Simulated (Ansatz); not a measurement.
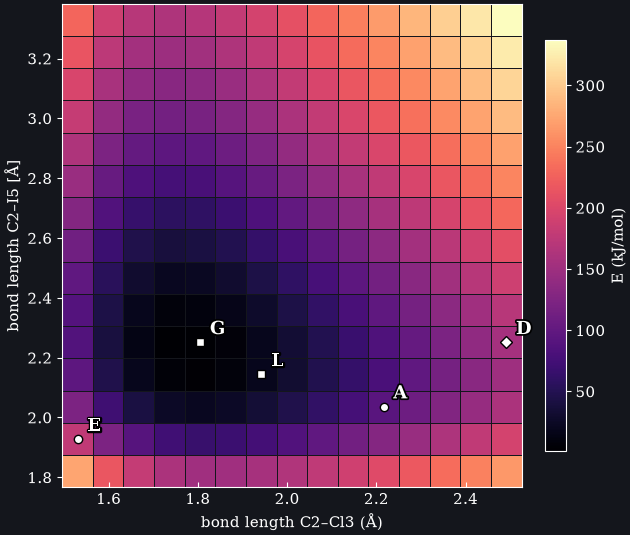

CCl2FI, SMILES FC(Cl)(Cl)I. The first coordinate is: bond length C2–Cl3; the second: bond length C2–I5. Nothing is relaxed (all other coordinates rigid). The grid has 15 × 15 points. Points are written as (first, second). Energies are in kJ/mol, from the relaxed molecule at the same level. The reference is spin-restricted, which grows unreliable where a bond is stretched far. Theory: RKS PBE-D4/def2-SVP in Ansatz.

In the figure: one coloured cell a grid point, lettered points.

> What kind of point is each of A, G: minimum, saddle, maximum or slope?

A: on a slope; G: minimum. (In these two coordinates alone; a stationary point may lie a little off the grid point.)

> Rank the lettered points by energy, lowest first.

G (1.2 kJ/mol), L (19 kJ/mol), A (93 kJ/mol), D (155 kJ/mol), E (177 kJ/mol).
